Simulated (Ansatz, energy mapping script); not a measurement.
# AlNi3: J from the energies of magnetic orders

How strongly do the moments of AlNi3 couple under r²SCAN? The plan is to run several orders and fit a Heisenberg model.

Program: Ansatz 0.2.0. Level of theory: r²SCAN; plane waves, collinear spin, no spin–orbit coupling. Results are calculated unless marked as measured.

In doubt: warnings of the run leave room for a lower electronic state (step 5), so energies may not be the lowest and differences between runs may mislead.

**1. The structure**

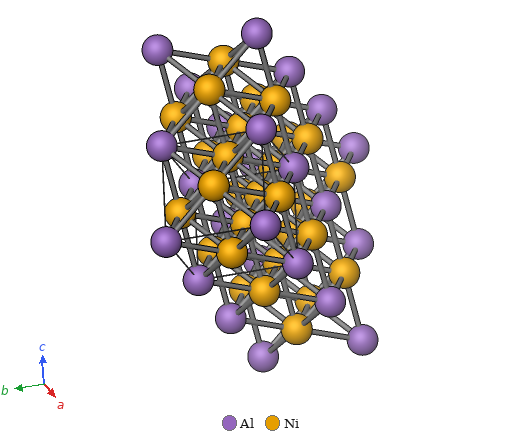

Start, viewed from a free direction; aluminium purple, nickel orange. 3×1×2 cells are drawn. Some periodic images of atoms are drawn too.

The cell comes from a database of computed structures, and need not be the one that the compound takes in experiment.

The meta-GGA has less self-interaction than a GGA and tends to give larger moments than a GGA does.

**2. Run 1 (parallel; cell A, 4 atoms)**

Each cell gets its own parallel run on the same mesh, so that most of the mesh error cancels in the differences.

The input, input.yaml:

```yaml
crystal:
  lattice:
    - [3.523054727, 0.0, 0.0]
    - [0.0, 3.523054727, 0.0]
    - [0.0, 0.0, 3.523054727]
  atoms:
    - { symbol: Al, position: [0.0, 0.0, 0.0] }
    - { symbol: Ni, position: [0.0, 0.5, 0.5], spin: 1.0 }
    - { symbol: Ni, position: [0.5, 0.0, 0.5], spin: 1.0 }
    - { symbol: Ni, position: [0.5, 0.5, 0.0], spin: 1.0 }
magnetization:
  spin_polarized: true
kpoints:
  mp_grid: { grid: [11, 11, 11] }
hamiltonian:
  xc: r2scan
scf:
  occupations: { method: fermi_dirac, width: 0.1 }
output:
  eigenvalues: true
```

Launch:

```sh
$ ansatz run input.yaml --threads 4 --pin off --max-ram 8192MiB --backend cpu --events-out ev --progress --plain --runs-dir out
```

Numbers of over 12 decimals in the logs are rounded to 6 here.

The program printed:

```text
Engine: ansatz 0.2.0, x86_64-unknown-linux-gnu
Pseudopotentials: kind: paw
Pseudopotential: Al, paw, valence charge 3, recommended cutoff 500 eV (meta_gga), Al.paw.azcp
Pseudopotential: Ni, paw, valence charge 18, recommended cutoff 500 eV (meta_gga), Ni.paw.azcp
Functional definition: r2SCAN
  parameter k0 = 0.174
  parameter k1 = 0.065
  parameter a1 = 4.9479
  exchange = r2scan_x(k0 = k0, k1 = k1, a1 = a1)
  correlation = r2scan_c
Crystal: 4 atoms, lattice volume = 43.728 Å³
Basis set: ecut = 500 eV, 1141 PW (Γ), exchange–correlation on 108×108×108 points (64 copies of the dense FFT grid, shifted against one another)
Bands: 36, of which v1, the nominal top of the filled ones, is band 29 counted from 1 (28 counted from 0)
Symmetry: 48 space group operations
Space group: Pm-3m (ITA 221), of the structure as read, at distance tolerance 3.5e-5 Å
Magnetic group: BNS 221.92 (UNI 1594), of the structure as read, at distance tolerance 3.5e-5 Å
k-points: 56 of 1331
Non-local potential: Al, projectors of the file, l = 0: 2, l = 1: 2, l = 2: 1
Non-local potential: Ni, projectors of the file, l = 0: 3, l = 1: 2, l = 2: 3, l = 3: 1
PAW form: soft (Blöchl's): semilocal exchange-correlation on the pseudo side does not see the compensation charge
PAW frozen core: Al, regenerated for the run's functional (the file was generated under x = pbe(κ = 0.804, μ = 0.219515), c = pbe(β = 0.066725))
PAW frozen core: Ni, regenerated for the run's functional (the file was generated under x = pbe(κ = 0.804, μ = 0.219515), c = pbe(β = 0.066725))
PAW one-centre angular grid: Al, 302 points (default); XC on 160 Gauss nodes
PAW one-centre angular grid: Ni, 590 points (default); XC on 160 Gauss nodes
Initial density: superposition of atomic densities (chi_scale 0.1, normalization cell)
Starting moments: Σ|m| = 3 μB on 3 of 4 sites
Initial wavefunctions: pseudopotential atomic-orbital guess
Functional: x = r2scan, c = r2scan; τ floored in thin density (d = 2e-4 eV/Å³)
iter 1 solved again at ethr=2.13e-3 eV; its pass at ethr=3.10e-3 eV (dr2=1.21e0 eV) is discarded
SCF iter   1: F=—  HF=-18074.608272 eV  |F-HF|=—  |Δ(HF+E_count)|=         —  Δρ=4.32e-2 (↑4.32e-2 ↓3.31e-2)  dr2=1.09e0  dr2_τ=2.31e-2  dr2_m=1.63e-1  M=1.956 μB ∫|m|=2.517 μB  β_m=0.86  ethr=2.13e-3  ⟨swp⟩=3.2  Hψ=22867  notcnv=0
Mixer restart at iter 1: flushing history
preconditioner: auto → Kerker (q_TF=auto, 2.852 Å⁻¹)  [metal: Δε(μ)=0.000 eV  Ē_g=8.638 eV  σ=0.100 eV  W_gap=0.00  n_scr=18 (ndim 8)  ℏωp=32.3 eV  f_vac=0.000  D(μ)=4.24/eV (n_scr^D=56)]
spin=Collinear: Kerker preconditioning applied to the charge; magnetization (m = ρ↑ − ρ↓) channel mixes plain (no charge-response kernel on spin).
SCF iter   2: F=—  HF=-18074.306084 eV  |F-HF|=—  |Δ(HF+E_count)|=   3.02e-1  Δρ=2.54e-2 (↑1.40e-2 ↓2.54e-2)  dr2=3.47e-1  dr2_τ=2.82e-3  dr2_m=2.87e-2  M=1.704 μB ∫|m|=2.472 μB  β_m=1.00  ethr=1.91e-3  ⟨swp⟩=4.6  Hψ=8078  notcnv=0  defer=22  κ⁻¹=1.0e0(r=1)
SCF iter   3: F=—  HF=-18075.408354 eV  |F-HF|=—  |Δ(HF+E_count)|=    1.10e0  Δρ=2.40e-2 (↑1.36e-2 ↓2.40e-2)  dr2=4.08e-1  dr2_τ=1.34e-3  dr2_m=1.89e-2  M=1.534 μB ∫|m|=2.398 μB  β_m=1.00  ethr=6.09e-4  ⟨swp⟩=2.0  Hψ=5530  notcnv=0  defer=132  κ⁻¹=5.7e-3(r=2)
SCF iter   4: F=—  HF=-18076.674396 eV  |F-HF|=—  |Δ(HF+E_count)|=    1.27e0  Δρ=1.83e-2 (↑1.09e-2 ↓1.83e-2)  dr2=3.43e-1  dr2_τ=7.39e-4  dr2_m=1.00e-2  M=1.351 μB ∫|m|=2.227 μB  β_m=1.00  ethr=6.09e-4  ⟨swp⟩=2.6  Hψ=6773  notcnv=0  defer=132  κ⁻¹=2.0e-3(r=3)
SCF iter   5: F=—  HF=-18077.888224 eV  |F-HF|=—  |Δ(HF+E_count)|=    1.21e0  Δρ=1.02e-2 (↑5.95e-3 ↓1.02e-2)  dr2=1.65e-1  dr2_τ=1.71e-4  dr2_m=4.82e-3  M=1.059 μB ∫|m|=1.727 μB  β_m=1.00  ethr=6.02e-4  ⟨swp⟩=3.1  Hψ=7471  notcnv=0  defer=132  κ⁻¹=7.4e-4(r=4)
SCF iter   6: F=—  HF=-18077.920927 eV  |F-HF|=—  |Δ(HF+E_count)|=         —  Δρ=7.79e-3 (↑7.79e-3 ↓6.13e-3)  dr2=2.76e-2  dr2_τ=2.83e-4  dr2_m=2.16e-3  M=0.865 μB ∫|m|=1.264 μB  β_m=1.00  ethr=2.90e-4  ⟨swp⟩=2.6  Hψ=7563  notcnv=0  defer=136
Mixer restart at iter 6: flushing history
SCF iter   7: F=—  HF=-18077.967701 eV  |F-HF|=—  |Δ(HF+E_count)|=   4.68e-2  Δρ=5.89e-3 (↑4.88e-3 ↓5.89e-3)  dr2=1.99e-2  dr2_τ=1.27e-4  dr2_m=2.50e-4  M=0.862 μB ∫|m|=1.293 μB  β_m=1.00  ethr=4.84e-5  ⟨swp⟩=2.8  Hψ=7875  notcnv=0  defer=136  κ⁻¹=1.0e0(r=1)
SCF iter   8: F=—  HF=-18078.006434 eV  |F-HF|=—  |Δ(HF+E_count)|=   3.87e-2  Δρ=3.65e-3 (↑3.65e-3 ↓3.09e-3)  dr2=9.83e-3  dr2_τ=5.96e-5  dr2_m=5.94e-5  M=0.862 μB ∫|m|=1.304 μB  β_m=1.00  ethr=3.50e-5  ⟨swp⟩=2.1  Hψ=7290  notcnv=0  defer=138  κ⁻¹=4.2e-1(r=2)
SCF iter   9: F=—  HF=-18078.013410 eV  |F-HF|=—  |Δ(HF+E_count)|=   6.98e-3  Δρ=1.75e-3 (↑1.75e-3 ↓8.81e-4)  dr2=1.95e-3  dr2_τ=2.02e-5  dr2_m=1.91e-4  M=0.862 μB ∫|m|=1.297 μB  β_m=1.00  ethr=1.72e-5  ⟨swp⟩=2.3  Hψ=7764  notcnv=0  defer=138  κ⁻¹=4.5e-2(r=3)
SCF iter  10: F=—  HF=-18078.013375 eV  |F-HF|=—  |Δ(HF+E_count)|=   3.56e-5  Δρ=7.28e-4 (↑7.28e-4 ↓6.09e-4)  dr2=1.82e-4  dr2_τ=2.46e-6  dr2_m=3.25e-5  M=0.863 μB ∫|m|=1.279 μB  β_m=1.00  ethr=3.42e-6  ⟨swp⟩=2.0  Hψ=7221  notcnv=0  defer=138  κ⁻¹=3.8e-3(r=4)
SCF iter  11: F=—  HF=-18078.014117 eV  |F-HF|=—  |Δ(HF+E_count)|=   7.43e-4  Δρ=3.01e-4 (↑2.95e-4 ↓3.01e-4)  dr2=8.24e-5  dr2_τ=4.91e-7  dr2_m=3.90e-7  M=0.861 μB ∫|m|=1.283 μB  β_m=1.00  ethr=3.20e-7  ⟨swp⟩=2.0  Hψ=7261  notcnv=0  defer=138  κ⁻¹=4.5e-4(r=5)
SCF iter  12: F=—  HF=-18078.014209 eV  |F-HF|=—  |Δ(HF+E_count)|=   9.14e-5  Δρ=2.61e-4 (↑1.72e-4 ↓2.61e-4)  dr2=5.18e-5  dr2_τ=2.39e-7  dr2_m=1.58e-6  M=0.860 μB ∫|m|=1.282 μB  β_m=1.00  ethr=1.45e-7  ⟨swp⟩=2.0  Hψ=6459  notcnv=0  defer=138  κ⁻¹=1.8e-4(r=6)
SCF iter  13: F=—  HF=-18078.014222 eV  |F-HF|=—  |Δ(HF+E_count)|=   1.36e-5  Δρ=1.49e-4 (↑1.49e-4 ↓1.19e-4)  dr2=1.70e-5  dr2_τ=3.49e-8  dr2_m=2.38e-7  M=0.859 μB ∫|m|=1.280 μB  β_m=1.00  ethr=9.09e-8  ⟨swp⟩=2.0  Hψ=6423  notcnv=0  defer=138  κ⁻¹=7.0e-5(r=7)
SCF iter  14: F=—  HF=-18078.014222 eV  |F-HF|=—  |Δ(HF+E_count)|=   7.65e-7  Δρ=4.09e-5 (↑4.07e-5 ↓4.09e-5)  dr2=5.06e-7  dr2_τ=1.42e-8  dr2_m=1.09e-8  M=0.859 μB ∫|m|=1.279 μB  β_m=1.00  ethr=2.98e-8  ⟨swp⟩=2.1  Hψ=5601  notcnv=0  defer=138  κ⁻¹=1.9e-5(r=8)
SCF iter  15: F=—  HF=-18078.014226 eV  |F-HF|=—  |Δ(HF+E_count)|=   4.47e-6  Δρ=4.77e-5 (↑2.14e-5 ↓4.77e-5)  dr2=6.57e-7  dr2_τ=2.98e-9  dr2_m=1.02e-7  M=0.859 μB ∫|m|=1.279 μB  β_m=1.00  ethr=8.88e-10  ⟨swp⟩=2.5  Hψ=7423  notcnv=0  defer=138  κ⁻¹=5.5e-6(r=8)
SCF iter  16: F=—  HF=-18078.014227 eV  |F-HF|=—  |Δ(HF+E_count)|=   8.95e-7  Δρ=1.03e-5 (↑7.13e-6 ↓1.03e-5)  dr2=2.51e-8  dr2_τ=3.05e-10  dr2_m=1.33e-8  M=0.860 μB ∫|m|=1.279 μB  β_m=1.00  ethr=8.88e-10  ⟨swp⟩=2.0  Hψ=6857  notcnv=0  defer=138  κ⁻¹=2.8e-6(r=8)
SCF iter  17: F=-18078.014227 eV  HF=-18078.014227 eV  |F-HF|=5.97e-8  |Δ(HF+E_count)|=   1.82e-7  Δρ=7.49e-6 (↑7.49e-6 ↓6.35e-6)  dr2=4.38e-8  dr2_τ=2.14e-10  dr2_m=2.77e-10  M=0.860 μB ∫|m|=1.280 μB  ethr=4.41e-11  ⟨swp⟩=7.9  Hψ=18170  notcnv=0
SCF 1 converged in 17 iterations: F = -18078.014227 eV  dr2 = 4.38e-8
  greatest PAW one-centre occupation: 1.001 electrons in one spin orbital (limit 2), on the Ni atom at site 2 (counted from 0), in its partial waves of l = 1
this state was not tested for a lower state beside it, because the mixer in use, unlike msr1, does not test its closes by its own steps (another_mixer; see scf.mixing.algorithm and scf.lower_state_search)
SCF converged after 17 iterations
Magnetization: 0.8597 μB (28.9299 up, 28.0701 down)
Absolute magnetization: 1.2798 μB (∫|ρ↑−ρ↓|, with the PAW one-centre terms)
Spin contamination: 0.0479 ħ² per cell (⟨S²⟩ above its minimum at these occupations)
Per-site moments (μB) at R_I (Å): [(-0.030573, 1.027610), (0.344131, 1.027610), (0.344131, 1.027610), (0.344131, 1.027610)]
Free energy (F): -18078.014227 eV
Harris-Foulkes:  -18078.014227 eV  (|F-HF|=5.97e-8)
Internal energy: -18077.936493 eV  (E = F + TS)
E sigma→0 (E₀):  -18077.975360 eV
Entropy (-TS):   -0.077734 eV (-19.434 meV/atom)
Fermi energy:    16.349608 eV
--- Per-component energies (eV) ---
  E_band       = -979.184249
  E_kinetic    = 877.869867
  E_local      = -11887.464968  (includes V_loc(G=0)·N_el)
  E_nonlocal   = 1930.683323
  E_hartree    = 5073.968471
  E_xc         = -276.095987
  E_vxc        = -387.368237  (∫ρ·V_xc dr)
  E_paw        = -5407.758031  (= ΣΔE_a)
  E_vpaw       = -1689.021486  (= ΣTr[D̂ρ^β])
  E_aug_tail   = 0.000687  (compensation charges beyond the density's cutoff)
  E_vtau       = 28.152466  (kinetic-family band-sum trace: ∫τ·v_τ [+ j·A + Jᵃ·Aᵃ] dr)
  E_ewald      = -8388.179541
  E_core_change = -0.960314  (= ΣΔE_core)
  E_smearing   = -0.077734  (= −TS)
  E_closure    = -0.000000  (closes the sum)
  Σ components = -18078.014227   (vs F -18078.014227, Δ=0.00e0)
--- Band table (eV; the first three rows and the last of 112) ---
  k-point 0 ↑: bands = [... 25 lower, 15.9809, 15.9809, 15.9809, 17.1726, 17.1726, 17.1726, 23.1573, 23.1573, ... 3 higher]
  k-point 1 ↑: bands = [... 25 lower, 15.7519, 15.8097, 15.9811, 16.7250, 17.5392, 17.5392, 23.1450, 23.5295, ... 3 higher]
  k-point 2 ↑: bands = [... 25 lower, 15.5053, 15.6997, 15.8865, 15.9813, 18.3014, 18.3014, 23.1089, 23.8977, ... 3 higher]
  k-point 55 ↓: bands = [... 25 lower, 15.3327, 15.3327, 15.7924, 16.5627, 16.6115, 16.6115, 20.3939, 20.9424, ... 3 higher]
```

It took 16 s on 4 threads of Intel Xeon at 2.70GHz, shared host; peak memory 0.61 GiB.

In the SCF lines HF is the Harris–Foulkes energy and dr2 the Hartree energy of the density residual, in eV; the loop may stop once dr2 is under the threshold and the program's other checks hold. Hψ counts applications of the Hamiltonian.

Spin moment in the sphere by atom:

```csv
atom,spin moment in the sphere (μB)
Al1,-0.031
Ni2,0.344
Ni3,0.344
Ni4,0.344
```

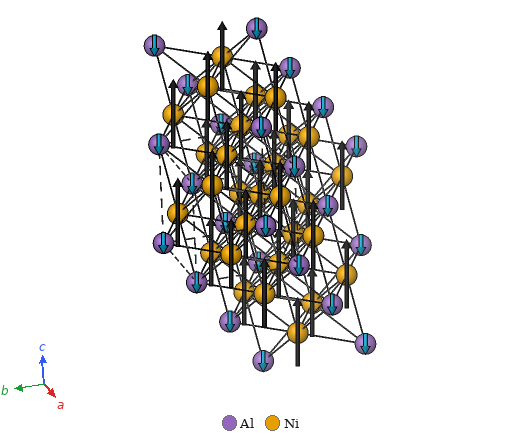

Spin moment in the sphere as arrows, the longest 0.344 μB. Up and down stand for the sign. Arrows give size and sign along the axis of quantisation, drawn up and down the page. Each arrow also spans its atom, so small moments look longer than they are. The two directions have two colours. 3×1×2 cells are drawn. Some periodic images of atoms are drawn too.

The run ends ferromagnetic.

**3. Uncompensated ++− start in cell A (4 atoms)**

Reversing part of the moments probes the couplings between the two sets.

input.yaml, as its differences from that of step 2:

```diff
@@ -9,3 +9,3 @@
     - { symbol: Ni, position: [0.5, 0.0, 0.5], spin: 1.0 }
-    - { symbol: Ni, position: [0.5, 0.5, 0.0], spin: 1.0 }
+    - { symbol: Ni, position: [0.5, 0.5, 0.0], spin: -1.0 }
 magnetization:
```

The program printed:

```text
[...]
Crystal: 4 atoms, lattice volume = 43.728 Å³
Basis set: ecut = 500 eV, 1141 PW (Γ), exchange–correlation on 108×108×108 points (64 copies of the dense FFT grid, shifted against one another)
Bands: 36, of which v1, the nominal top of the filled ones, is band 29 counted from 1 (28 counted from 0)
Symmetry: 16 space group operations
[...]
k-points: 126 of 1331
[...]
Starting moments: Σ|m| = 3 μB on 3 of 4 sites
[...]
SCF iter  20: F=-18078.014227 eV  HF=-18078.014227 eV  |F-HF|=1.26e-8  |Δ(HF+E_count)|=   4.32e-8  Δρ=5.16e-6 (↑2.17e-6 ↓5.16e-6)  dr2=1.43e-8  dr2_τ=4.10e-11  dr2_m=1.25e-9  M=0.860 μB ∫|m|=1.280 μB  ethr=7.52e-12  ⟨swp⟩=7.8  Hψ=38834  notcnv=0
SCF 1 converged in 20 iterations: F = -18078.014227 eV  dr2 = 1.43e-8
[...]
SCF converged after 20 iterations
Magnetization: 0.8598 μB (28.9299 up, 28.0701 down)
Absolute magnetization: 1.2800 μB (∫|ρ↑−ρ↓|, with the PAW one-centre terms)
[...]
Per-site moments (μB) at R_I (Å): [(-0.030585, 1.027610), (0.344194, 1.027610), (0.344194, 1.027610), (0.344136, 1.027610)]
Free energy (F): -18078.014227 eV
[...]
Internal energy: -18077.936500 eV  (E = F + TS)
E sigma→0 (E₀):  -18077.975364 eV
Entropy (-TS):   -0.077727 eV (-19.432 meV/atom)
Fermi energy:    16.349550 eV
[...]
--- Band table (eV; the first three rows and the last of 252) ---
  k-point 0 ↑: bands = [... 25 lower, 15.9806, 15.9807, 15.9807, 17.1727, 17.1727, 17.1727, 23.1572, 23.1572, ... 3 higher]
  k-point 1 ↑: bands = [... 25 lower, 15.7516, 15.8095, 15.9807, 16.7250, 17.5392, 17.5392, 23.1449, 23.5294, ... 3 higher]
  k-point 2 ↑: bands = [... 25 lower, 15.5050, 15.6995, 15.8864, 15.9810, 18.3014, 18.3014, 23.1088, 23.8976, ... 3 higher]
  k-point 125 ↓: bands = [... 25 lower, 15.3326, 15.3327, 15.7924, 16.5627, 16.6114, 16.6114, 20.3939, 20.9424, ... 3 higher]
```

Wall time 36 s (4 threads); peak memory 0.79 GiB; 2.1 min of CPU time.

Spin moment in the sphere by atom:

```csv
atom,spin moment in the sphere (μB)
Al1,-0.031
Ni2,0.344
Ni3,0.344
Ni4,0.344
```

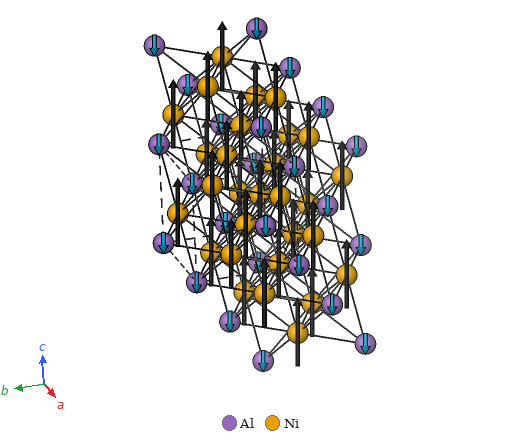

Spin moment in the sphere as arrows, the longest 0.344 μB. Up and down stand for the sign. Arrows give size and sign along the axis of quantisation, drawn up and down the page. Each arrow also spans its atom, so small moments look longer than they are. The two directions have two colours. 3×1×2 cells are drawn. Some periodic images of atoms are drawn too.

The run ends ferromagnetic, not as typed: a moment turned or collapsed in the SCF or in the program's search for a lower state.

**4. Order 3: parallel, cell B of 8 atoms**

A new cell needs its own zero of energy.

The input, input.yaml:

```yaml
crystal:
  lattice:
    - [-3.523054727, 0.0, 0.0]
    - [0.0, 3.523054727, 3.523054727]
    - [0.0, 3.523054727, -3.523054727]
  atoms:
    - { symbol: Al, position: [0.0, 0.0, 0.0] }
    - { symbol: Al, position: [0.0, 0.5, 0.5] }
    - { symbol: Ni, position: [0.0, 0.5, 0.0], spin: 1.0 }
    - { symbol: Ni, position: [0.0, 0.0, 0.5], spin: 1.0 }
    - { symbol: Ni, position: [0.5, 0.25, 0.75], spin: 1.0 }
    - { symbol: Ni, position: [0.5, 0.75, 0.25], spin: 1.0 }
    - { symbol: Ni, position: [0.5, 0.25, 0.25], spin: 1.0 }
    - { symbol: Ni, position: [0.5, 0.75, 0.75], spin: 1.0 }
magnetization:
  spin_polarized: true
kpoints:
  mp_grid: { grid: [11, 8, 8] }
hamiltonian:
  xc: r2scan
scf:
  occupations: { method: fermi_dirac, width: 0.1 }
output:
  eigenvalues: true
```

The program printed:

```text
[...]
Crystal: 8 atoms, lattice volume = 87.456 Å³
Basis set: ecut = 500 eV, 2233 PW (Γ), exchange–correlation on 108×160×160 points (64 copies of the dense FFT grid, shifted against one another)
Bands: 72, of which v1, the nominal top of the filled ones, is band 57 counted from 1 (56 counted from 0)
Symmetry: 32 space group operations
[...]
k-points: 90 of 704
[...]
k-point 0 ↑: bands = [... 53 lower, 15.8481, 15.9805, 15.9805, 15.9805, 17.0200, 17.0200, 17.1728, 17.1729, ... 11 higher]
  k-point 1 ↑: bands = [... 53 lower, 15.7205, 15.7790, 15.8173, 15.9586, 17.0295, 17.0519, 17.2174, 17.4021, ... 11 higher]
  k-point 2 ↑: bands = [... 53 lower, 15.4564, 15.7009, 15.7143, 15.8933, 16.7754, 17.0579, 17.2489, 18.2681, ... 11 higher]
  k-point 89 ↓: bands = [... 53 lower, 15.4138, 15.7712, 15.7712, 15.8768, 15.8768, 17.6142, 17.6142, 17.6178, ... 11 higher]
[key lines of the parts left out:]
SCF converged after 18 iterations
Magnetization: 1.7187 μB (57.8594 up, 56.1406 down)
Free energy (F): -36156.028301 eV
Fermi energy:    16.349120 eV
```

It took 86 s on 4 threads; peak memory 1.4 GiB; 5.1 min of CPU time.

The run ends ferromagnetic. For each magnetic atom its energy differs from the parallel run of the first cell by 0.10 meV, an error that one common reference would have brought in.

**5. Order 4: compensated +++−−−, cell B of 8 atoms**

Reversing part of the moments probes the couplings between the two sets.

input.yaml, the sections that differ from step 4:

```yaml
crystal:
  lattice:
    - [-3.523054727, 0.0, 0.0]
    - [0.0, 3.523054727, 3.523054727]
    - [0.0, 3.523054727, -3.523054727]
  atoms:
    - { symbol: Al, position: [0.0, 0.0, 0.0] }
    - { symbol: Al, position: [0.0, 0.5, 0.5] }
    - { symbol: Ni, position: [0.0, 0.5, 0.0], spin: 1.0 }
    - { symbol: Ni, position: [0.0, 0.0, 0.5], spin: 1.0 }
    - { symbol: Ni, position: [0.5, 0.25, 0.75], spin: 1.0 }
    - { symbol: Ni, position: [0.5, 0.75, 0.25], spin: -1.0 }
    - { symbol: Ni, position: [0.5, 0.25, 0.25], spin: -1.0 }
    - { symbol: Ni, position: [0.5, 0.75, 0.75], spin: -1.0 }
# magnetization, kpoints, hamiltonian, scf, output: as in step 4
```

The program printed:

```text
[...]
Crystal: 8 atoms, lattice volume = 87.456 Å³
Basis set: ecut = 500 eV, 2233 PW (Γ), exchange–correlation on 108×160×160 points (64 copies of the dense FFT grid, shifted against one another)
Bands: 72, of which v1, the nominal top of the filled ones, is band 57 counted from 1 (56 counted from 0)
Symmetry: 8 space group operations
[...]
k-points: 126 of 704
[...]
k-point 0 ↑: bands = [... 53 lower, 16.3501, 16.8674, 16.8674, 16.8678, 16.9993, 16.9993, 16.9994, 17.5779, ... 11 higher]
  k-point 1 ↑: bands = [... 53 lower, 16.2930, 16.3290, 16.4470, 16.8437, 16.9153, 17.3759, 17.5824, 17.5853, ... 11 higher]
  k-point 2 ↑: bands = [... 53 lower, 16.0908, 16.1069, 16.2023, 16.7262, 16.7730, 17.5988, 17.6064, 18.3762, ... 11 higher]
  k-point 125 ↓: bands = [... 53 lower, 15.0479, 15.1087, 15.1087, 15.5511, 15.5511, 17.0715, 17.0715, 17.0757, ... 11 higher]
[key lines of the parts left out:]
SCF converged after 11 iterations
Magnetization: -1.7186 μB (56.1407 up, 57.8593 down)
Free energy (F): -36156.028301 eV
Fermi energy:    16.349150 eV
```

Run time: 10 min. Hardware: 4 threads; peak memory 2.4 GiB.

The run ends ferromagnetic, not as typed: a moment turned or collapsed in the SCF or in the program's search for a lower state.

[end of part 1 of 2]

[Logs and program files are shortened in this print: banners, set-up blocks, solver, clock and traceback lines can be left out without a mark of their own.]

[Logs are printed without paths, hosts, clocks, repeated set-up lines and the standing remarks that a program may print on its own settings, such as how far it seeks lower states.]

[Hosts, paths, dates, database ids (printed as entryN), source tags and the programs' standing remarks are cut or masked in the printed files.]

[Where a cell is said to come from a database of computed structures, the database is the Materials Project.]
